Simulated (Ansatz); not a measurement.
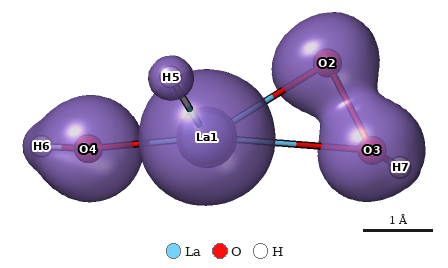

H3LaO3. Isosurface of the electron density at 0.8 e/Å³ (purple), seen from one side.

Geometry: r2SCAN-D4/def2-SVP; core potentials replace the inner electrons of La.

Method: RKS PBE0-D4/def2-TZVP (Ansatz).

The calculation's input:

```
crystal:
  periodic: [false, false, false]
  atoms:
    - {symbol: La, position_ang: [-0.185511, 0.321187, 0.622450]}
    - {symbol: O, position_ang: [1.405413, 0.193390, -1.026750]}
    - {symbol: O, position_ang: [1.974687, -0.762816, -0.046612]}
    - {symbol: O, position_ang: [-2.186448, -0.130394, -0.065962]}
    - {symbol: H, position_ang: [-0.133825, 2.236519, 1.649579]}
    - {symbol: H, position_ang: [-3.008436, -0.318632, -0.526283]}
    - {symbol: H, position_ang: [2.134121, -1.539263, -0.606432]}
basis:
  gaussian: {orbitals: def2-TZVP, initial_orbitals: start.molden}
hamiltonian: {xc: pbe0, dispersion: d4}
scf: {omitted_lower_state_checks: [starts]}
output: {orbitals: {seedname: orbitals}}
```

Run with:

```sh
ansatz run in.yaml --threads 4 --pin off --events-out ev --progress --plain --max-ram 3916MiB
```

How is the density connected at this value?

At this value the surface falls into four separate pieces. It bridges the sampled O–O (1.48 Å) and O–H (0.96 Å) contacts, where the density stays above the isovalue. It is pinched off along the sampled La–O (2.16 Å) and La–O (2.30 Å) contacts. On the grid the lowest density along these lines, outside the cores, is 1.7 e/Å³ (O–O, 1.48 Å), 0.61 e/Å³ (La–O, 2.16 Å), 2.4 e/Å³ (O–H, 0.96 Å) and 0.54 e/Å³ (La–O, 2.30 Å).
